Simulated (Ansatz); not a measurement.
## C₂H₆ClFSi: nudged elastic band (part 1 of 2)

The run: nudged elastic band of C₂H₆ClFSi. Method and program: RKS r2SCANh-D4/6-31G (Ansatz 0.2.0).

It belongs to a series of runs on one base structure; here: band between the two ends. Figures and captions count atoms from 1; the log counts them from 0 in places.

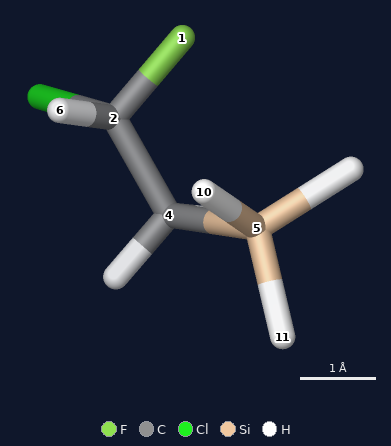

The starting structure (stick view, seen at a tilt; atoms are numbered from 1 in the order of the input). Bond lengths as drawn: C–C 1.49 Å, C–Cl 1.89 Å, C–F 1.41 Å, C–H 1.09 Å, C–Si 1.93 Å and H–Si 1.49 to 1.50 Å.

### Input
```yaml
crystal:
  periodic: [false, false, false]
  atoms:
    - { symbol: F, position_ang: [-0.118582, 0.311321, 1.942677] }
    - { symbol: C, position_ang: [0.740302, -0.372286, 1.049906] }
    - { symbol: Cl, position_ang: [1.287542, -1.947604, 1.929634] }
    - { symbol: C, position_ang: [0.021087, -0.677724, -0.223751] }
    - { symbol: Si, position_ang: [-0.724914, 0.927349, -1.00399] }
    - { symbol: H, position_ang: [1.651868, 0.212383, 0.943906] }
    - { symbol: H, position_ang: [0.711401, -1.1404, -0.934854] }
    - { symbol: H, position_ang: [-0.788739, -1.387997, -0.031605] }
    - { symbol: H, position_ang: [-1.988726, 1.319953, -0.309847] }
    - { symbol: H, position_ang: [0.27967, 2.035992, -0.888532] }
    - { symbol: H, position_ang: [-1.005509, 0.662113, -2.452845] }
basis:
  gaussian: { orbitals: "6-31G" }
hamiltonian:
  xc: r2scanh
  dispersion: d4
neb:
  order_check: false
  images: 9
  f_tol: 0.05
  max_iterations: 53
  final_atoms:
    - { symbol: F, position_ang: [0.57444606, -1.81971242, 1.80206758] }
    - { symbol: C, position_ang: [0.36480873, -0.54941062, 1.22353279] }
    - { symbol: Cl, position_ang: [2.00860976, 0.36539072, 1.31235981] }
    - { symbol: C, position_ang: [-0.09248551, -0.69434459, -0.19441186] }
    - { symbol: Si, position_ang: [-0.44603822, 0.97403582, -1.09209791] }
    - { symbol: H, position_ang: [-0.29982818, 0.01283536, 1.87703603] }
    - { symbol: H, position_ang: [0.65188186, -1.2659313, -0.75770337] }
    - { symbol: H, position_ang: [-1.01783441, -1.2840738, -0.18115273] }
    - { symbol: H, position_ang: [-1.13041786, 1.90489947, -0.13312728] }
    - { symbol: H, position_ang: [0.81511996, 1.60217301, -1.59008276] }
    - { symbol: H, position_ang: [-1.36286219, 0.69723836, -2.24572131] }
  initial_path:
    images:
      - { positions_ang: [[-0.118582, 0.311321, 1.942677], [0.740302, -0.372286, 1.049906], [1.287542, -1.947604, 1.929634], [0.021087, -0.677724, -0.223751], [-0.724914, 0.927349, -1.00399], [1.651868, 0.212383, 0.943906], [0.711401, -1.1404, -0.934854], [-0.788739, -1.387997, -0.031605], [-1.988726, 1.319953, -0.309847], [0.27967, 2.035992, -0.888532], [-1.005509, 0.662113, -2.452845]] }
      - { positions_ang: [[-0.12103963, 0.04729924, 1.99187343], [0.69284431, -0.37969256, 1.07940851], [1.45857335, -1.76749734, 1.7891883], [-0.00284377, -0.67519309, -0.20671628], [-0.68151359, 0.91937232, -1.02601955], [1.42849098, 0.30580398, 1.03789446], [0.66460197, -1.17571684, -0.89826167], [-0.84804502, -1.3439754, -0.02108979], [-1.87860722, 1.41719924, -0.31379325], [0.37810392, 1.9530906, -0.96986414], [-1.0251653, 0.64240985, -2.44192103]] }
      - { positions_ang: [[-0.12349726, -0.21672253, 2.04106987], [0.64538661, -0.38709912, 1.10891101], [1.62960469, -1.58739068, 1.6487426], [-0.02677454, -0.67266219, -0.18968155], [-0.63811319, 0.91139565, -1.0480491], [1.20511396, 0.39922495, 1.13188292], [0.61780295, -1.21103368, -0.86166934], [-0.90735104, -1.2999538, -0.01057457], [-1.76848844, 1.51444548, -0.31773951], [0.47653784, 1.87018921, -1.05119627], [-1.04482159, 0.6227067, -2.43099706]] }
      - { positions_ang: [[-0.12595489, -0.48074429, 2.0902663], [0.59792892, -0.39450567, 1.13841352], [1.80063604, -1.40728401, 1.5082969], [-0.0507053, -0.67013128, -0.17264683], [-0.59471278, 0.90341897, -1.07007866], [0.98173694, 0.49264593, 1.22587138], [0.57100392, -1.24635051, -0.82507701], [-0.96665706, -1.2559322, -5.936e-05], [-1.65836966, 1.61169172, -0.32168576], [0.57497177, 1.78728781, -1.13252841], [-1.06447789, 0.60300355, -2.42007309]] }
      - { positions_ang: [[-0.12841252, -0.74476606, 2.13946274], [0.55047122, -0.40191223, 1.16791602], [1.97166739, -1.22717735, 1.36785121], [-0.07463607, -0.66760037, -0.1556121], [-0.55131238, 0.89544229, -1.09210821], [0.75835992, 0.58606691, 1.31985985], [0.52420489, -1.28166735, -0.78848468], [-1.02596308, -1.21191059, 0.01045586], [-1.54825087, 1.70893796, -0.32563201], [0.67340569, 1.70438641, -1.21386055], [-1.08413418, 0.5833004, -2.40914912]] }
      - { positions_ang: [[-0.13087015, -1.00878782, 2.18865917], [0.50301353, -0.40931879, 1.19741853], [2.14269873, -1.04707069, 1.22740551], [-0.09856684, -0.66506947, -0.13857738], [-0.50791197, 0.88746561, -1.11413776], [0.5349829, 0.67948788, 1.41384831], [0.47740587, -1.31698419, -0.75189235], [-1.08526909, -1.16788899, 0.02097107], [-1.43813209, 1.8061842, -0.32957827], [0.77183961, 1.62148501, -1.29519268], [-1.10379048, 0.56359725, -2.39822515]] }
      - { positions_ang: [[0.01019309, -1.17097274, 2.11134085], [0.47537257, -0.43733716, 1.20264138], [2.11588094, -0.76457841, 1.24439637], [-0.09735058, -0.67092449, -0.14974427], [-0.49553722, 0.90477966, -1.10972979], [0.36802068, 0.54615738, 1.50648585], [0.51230107, -1.30677361, -0.75305456], [-1.07178216, -1.19112595, -0.01945369], [-1.37658925, 1.82592725, -0.29028807], [0.78049568, 1.61762261, -1.3541707], [-1.15560482, 0.59032547, -2.36772438]] }
      - { positions_ang: [[0.15125633, -1.33315766, 2.03402253], [0.44773161, -0.46535552, 1.20786423], [2.08906314, -0.48208613, 1.26138723], [-0.09613431, -0.67677952, -0.16091117], [-0.48316247, 0.9220937, -1.10532182], [0.20105847, 0.41282687, 1.5991234], [0.54719626, -1.29656303, -0.75421676], [-1.05829522, -1.21436292, -0.05987845], [-1.3150464, 1.8456703, -0.25099787], [0.78915175, 1.61376021, -1.41314872], [-1.20741916, 0.61705369, -2.33722361]] }
      - { positions_ang: [[0.29231958, -1.49534258, 1.95670421], [0.42009065, -0.49337389, 1.21308709], [2.06224535, -0.19959384, 1.27837809], [-0.09491804, -0.68263454, -0.17207806], [-0.47078772, 0.93940774, -1.10091385], [0.03409625, 0.27949637, 1.69176094], [0.58209146, -1.28635246, -0.75537897], [-1.04480828, -1.23759988, -0.10030321], [-1.25350355, 1.86541336, -0.21170767], [0.79780782, 1.60989781, -1.47212673], [-1.2592335, 0.64378191, -2.30672284]] }
      - { positions_ang: [[0.43338282, -1.6575275, 1.8793859], [0.39244969, -0.52139226, 1.21830994], [2.03542756, 0.08289844, 1.29536895], [-0.09370178, -0.68848957, -0.18324496], [-0.45841297, 0.95672178, -1.09650588], [-0.13286597, 0.14616587, 1.78439849], [0.61698666, -1.27614188, -0.75654117], [-1.03132134, -1.26083684, -0.14072797], [-1.19196071, 1.88515641, -0.17241748], [0.80646389, 1.60603541, -1.53110475], [-1.31104784, 0.67051014, -2.27622207]] }
      - { positions_ang: [[0.57444606, -1.81971242, 1.80206758], [0.36480873, -0.54941062, 1.22353279], [2.00860976, 0.36539072, 1.31235981], [-0.09248551, -0.69434459, -0.19441186], [-0.44603822, 0.97403582, -1.09209791], [-0.29982818, 0.01283536, 1.87703603], [0.65188186, -1.2659313, -0.75770337], [-1.01783441, -1.2840738, -0.18115273], [-1.13041786, 1.90489947, -0.13312728], [0.81511996, 1.60217301, -1.59008276], [-1.36286219, 0.69723836, -2.24572131]] }
```

Hardware: 1 thread of AMD EPYC (Zen 5), 24 GiB of memory available, shared host.

Launched with:
```bash
ansatz run input.yaml --threads 1 --pin off --max-ram 2048MiB --backend cpu --events-out ev --progress --plain --runs-dir out
```

### Log
```
Engine: ansatz 0.2.0, x86_64-unknown-linux-gnu
Functional definition: r2SCANh
  parameter a = 0.1
  parameter k0 = 0.174
  parameter k1 = 0.065
  parameter a1 = 4.9479
  exchange = (1 - a)*r2scan_x(k0 = k0, k1 = k1, a1 = a1) + a*exact_x
  correlation = r2scan_c
871 factors; integrals over basis functions are off by at most 1.6e-4 eV
mean field evaluation 1: about -25278.3806 eV, gradient 3.5e1 eV
mean field evaluation 2: about -25277.1818 eV, gradient 4.1e1 eV
mean field evaluation 4: about -25281.0894 eV, gradient 2.0e0 eV
mean field evaluation 8: about -25281.0918 eV, gradient 1.1e-1 eV
mean field -25281.09178819 eV, -929.0629870766 hartree, gradient 3.0e-5 eV, S^2 0.000000; 0 other end points of the search recorded, 0 dependent functions left out
the calculation of the forces begins
reference -25281.09179680 eV, -929.0629873931 hartree; 29, 29 occupied and 36, 36 virtual orbitals, 871 factors
871 factors; integrals over basis functions are off by at most 1.6e-4 eV
mean field evaluation 16: about -25278.2989 eV, gradient 3.5e1 eV
mean field -25281.04293837 eV, -929.0611918789 hartree, gradient 3.0e-5 eV, S^2 0.000000; 0 other end points of the search recorded, 0 dependent functions left out
[... from here on the field's lines of each further geometry are left out, up to the last ...]
NEB iter   1: max|band force component| = 1.156e1 eV/Å  barrier→ = 3.1312 eV  barrier← = 3.0840 eV  Δτ_max = 0.1880 Å  (257 SCF iters)
NEB iter   2: max|band force component| = 3.400e0 eV/Å  barrier→ = 0.6690 eV  barrier← = 0.6218 eV  Δτ_max = 0.0845 Å  (245 SCF iters)
NEB iter   3: max|band force component| = 1.424e0 eV/Å  barrier→ = 0.2880 eV  barrier← = 0.2408 eV  Δτ_max = 0.0713 Å  (230 SCF iters)
NEB iter   4: max|band force component| = 4.860e-1 eV/Å  barrier→ = 0.2405 eV  barrier← = 0.1933 eV  CI = image 5  Δτ_max = 0.0533 Å  (223 SCF iters)
NEB iter   5: max|band force component| = 2.752e-1 eV/Å  barrier→ = 0.2389 eV  barrier← = 0.1917 eV  CI = image 5  Δτ_max = 0.0517 Å  (215 SCF iters)
NEB iter   6: max|band force component| = 1.318e-1 eV/Å  barrier→ = 0.2384 eV  barrier← = 0.1912 eV  CI = image 5  Δτ_max = 0.0219 Å  (220 SCF iters)
NEB iter   7: max|band force component| = 9.381e-2 eV/Å  barrier→ = 0.2382 eV  barrier← = 0.1910 eV  CI = image 5  Δτ_max = 0.0240 Å  (209 SCF iters)
NEB iter   8: max|band force component| = 5.017e-2 eV/Å  barrier→ = 0.2380 eV  barrier← = 0.1908 eV  CI = image 5  Δτ_max = 0.0336 Å  (217 SCF iters)
the calculation of the forces begins
reference -25281.03531463 eV, -929.0609117114 hartree; 29, 29 occupied and 36, 36 virtual orbitals, 871 factors
871 factors; integrals over basis functions are off by at most 1.6e-4 eV
mean field -25280.85398338 eV, -929.0542479108 hartree, gradient 8.1e-5 eV, S^2 0.000000; 1 other end points of the search recorded, 0 dependent functions left out
the calculation of the forces begins
reference -25280.85399162 eV, -929.0542482139 hartree; 29, 29 occupied and 36, 36 virtual orbitals, 871 factors
NEB iter   9: max|band force component| = 4.689e-2 eV/Å  barrier→ = 0.2379 eV  barrier← = 0.1907 eV  CI = image 5  Δτ_max = 0.0000 Å  (441 SCF iters)
```

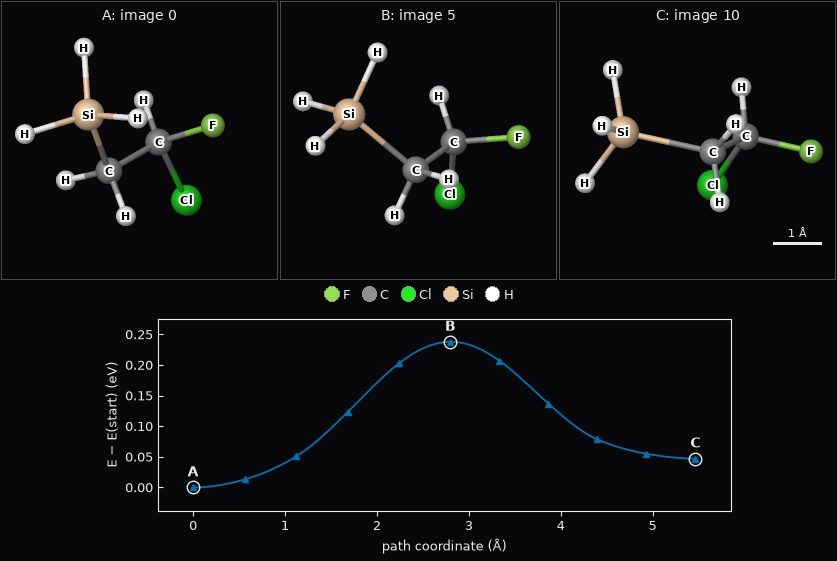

Images of the last band (counted from 0; ball-and-stick, seen at a tilt) above the energy along the path; the line is a cubic interpolation that uses the forces. The highest image is number 5, 0.238 eV above the start and 0.191 eV above the end (the climbing image); the end lies 0.047 eV above the start. The path is 5.47 Å long. The band converged in 9 iterations.
